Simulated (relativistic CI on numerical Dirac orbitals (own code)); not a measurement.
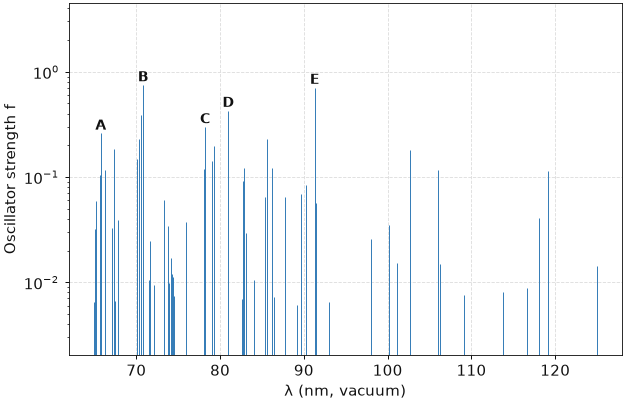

Computed spectrum: absorption lines from the lowest level (oscillator strengths f) of an atom or ion with 52 electrons. Method of calculation: relativistic CI on Dirac orbitals, KLI exchange-only orbitals, Breit term, model QED, valence Slater integrals scaled by 0.85, configurations shifted onto measured levels (in-house radial CI code).

Levels without a good LS label are named by their open jj subshells in square brackets.

**Identify the ion and assign the lettered lines.**

I⁺ (iodine, Z = 53). A: 5s² 5p³ 7d [5p₁/₂ (5p₃/₂)² 7d₃/₂] J = 2 ← 5s² 5p⁴ ³P₂, 65.77 nm, f = 0.26; B: 5s² 5p³ 6d J = 3 (odd, mixed, level 162) ← 5s² 5p⁴ ³P₂, 70.84 nm, f = 0.75; C: 5s² 5p³ 6d J = 3 (odd, mixed, level 98) ← 5s² 5p⁴ ³P₂, 78.20 nm, f = 0.30; D: 5s² 5p³ 5d J = 2 (odd, mixed, level 76) ← 5s² 5p⁴ ³P₂, 81.00 nm, f = 0.43; E: 5s² 5p³ 5d ³D°₃ ← 5s² 5p⁴ ³P₂, 91.32 nm, f = 0.71.

Note: shifts are fitted to measured levels, configurations with none paired borrow a shift and can be misplaced by tens of thousands of cm⁻¹; rates and lifetimes follow the computed energies and can be off by orders of magnitude; one shift a configuration: terms inside it, and wavelengths, can be off by thousands of cm⁻¹; the fine structure of a weakly bound d or f electron outside closed shells is too small or inverted; only a limited list of configurations is included, so lower levels can be missing; only lines among the lowest 280 of 567 levels are drawn, so those from 5s² 5p³ 6f are incomplete.
